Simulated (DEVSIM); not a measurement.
Device: Schottky contact on n-type GaN, at 300 K.

```
layer (left to right)  material  thickness (μm)  Nd (cm⁻³)  τn (s)  τp (s)
---------------------  --------  --------------  ---------  ------  ------
1                           GaN           0.330     7.6e15  3.5e-8  1.1e-6
```

Left contact: Schottky, work function 5.15 eV, emission velocity 3.5e6 cm/s. Right contact: ohmic. Voltage is applied to the left contact. Recombination: SRH at mid-gap, radiative. Mobility is μmin + (μ − μmin)/(1 + (N/Nref)^α).

Constants are typed, rounded textbook-type inputs, not results; the design itself was drawn at random and stands for no fabricated device. Values at 300 K.

| parameter | GaN |
|---|---|
| gap (eV) | 3.43 |
| affinity (eV) | 4.1 |
| permittivity | 9.5 |
| Nc (cm⁻³) | 2.3e18 |
| Nv (cm⁻³) | 4.6e19 |
| μn (cm²/Vs) | 1200 |
| μp (cm²/Vs) | 100 |
| μn,min | 55 |
| μp,min | 3 |
| Nref,n | 2e17 |
| Nref,p | 3e17 |
| αn | 1 |
| αp | 2 |
| B (cm³/s) | 1e-11 |

Simulated with DEVSIM: 1D drift-diffusion, Boltzmann statistics, complete ionisation; no tunnelling, impact ionisation, image-force lowering or self-heating. Metal contacts follow the ideal Schottky-Mott rule: no Fermi-level pinning, no interface dipoles.

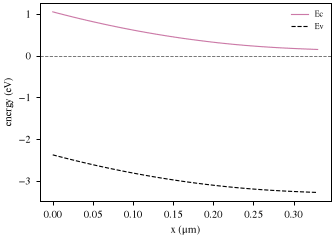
Band edges at zero bias

Energies count from the Fermi level of the right contact; mesh points crowd at the junctions.

```tsv
x (μm)	Ec (eV)	Ev (eV)	n (cm⁻³)	p (cm⁻³)	field (V/cm)
0.000	1.050	-2.380	< 1e2	< 1e2	-51000
0.005366	1.023	-2.407	< 1e2	< 1e2	-50000
0.01175	0.991	-2.439	< 1e2	< 1e2	-49000
0.01935	0.954	-2.476	210	< 1e2	-48000
0.03039	0.902	-2.528	1600	< 1e2	-47000
0.04152	0.851	-2.579	12000	< 1e2	-45000
0.05476	0.793	-2.637	110000	< 1e2	-43000
0.07401	0.713	-2.717	2400000	< 1e2	-40000
0.09341	0.638	-2.792	4.5e7	< 1e2	-37000
0.1165	0.555	-2.875	1.1e9	< 1e2	-34000
0.1440	0.467	-2.963	3.3e10	< 1e2	-30000
0.1780	0.373	-3.057	1.2e12	< 1e2	-25000
0.2067	0.307	-3.123	1.6e13	< 1e2	-21000
0.2309	0.260	-3.170	9.7e13	< 1e2	-18000
0.2584	0.217	-3.212	5.1e14	< 1e2	-14000
0.2743	0.197	-3.233	1.1e15	< 1e2	-12000
0.2852	0.185	-3.244	1.8e15	< 1e2	-10000
0.2969	0.174	-3.256	2.7e15	< 1e2	-9100
0.3101	0.163	-3.267	4.2e15	< 1e2	-8100
0.3178	0.157	-3.273	5.3e15	< 1e2	-7700
0.3243	0.152	-3.278	6.4e15	< 1e2	-7400
0.3300	0.148	-3.282	7.6e15	< 1e2	-7400
```
